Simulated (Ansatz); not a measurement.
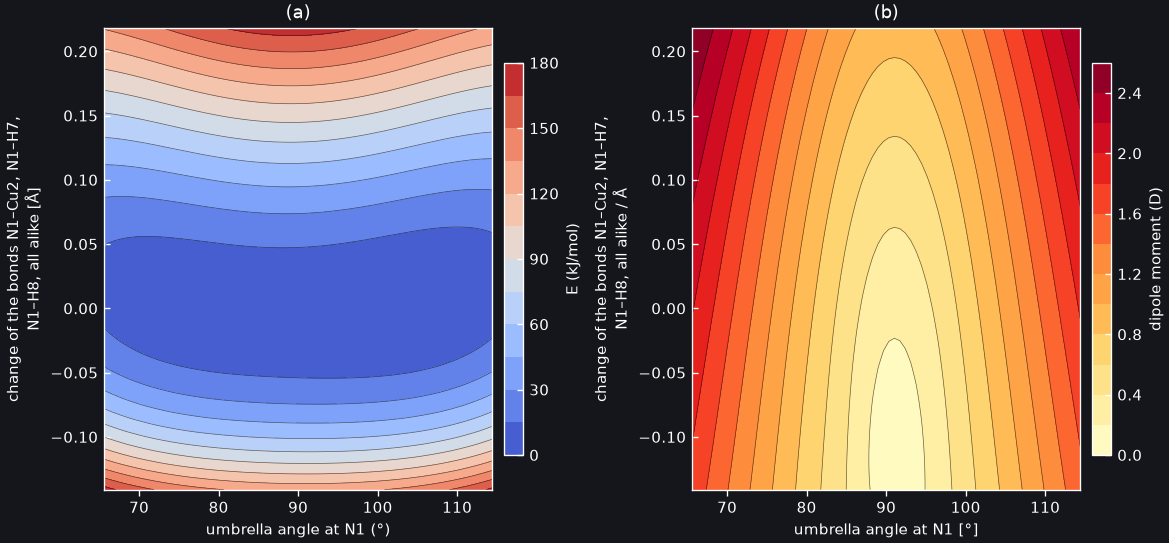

CuF₃H₂NP, SMILES [NH2][Cu-][P+](F)(F)F. First axis: umbrella angle at N1 (between each of its bonds and their common axis; 90 is planar). Second axis: change of the bonds N1–Cu2, N1–H7, N1–H8, all alike. Nothing is relaxed (all other coordinates rigid). Grid: 11 × 11 points. Points are written as (first, second). Energies: kJ/mol, counted from the relaxed molecule at the same level. Method: Ansatz 0.2.0, RKS PBE-D4/def2-SVP.

Panel (a) is the energy and panel (b) the computed dipole moment on the same grid.

The picture shows filled contours. Between grid points the surface is interpolated.

Question: How does the dipole moment vary over the map, and what is it at the lowest grid point?

Answer: Leaving out the highest fifth of the energies, it runs from 0.10 D at (90.0°, −0.105 Å) to 2.48 D at (65.6°, 0.182 Å). At the lowest grid point, (104.6°, 0.003 Å), it is 1.03 D.
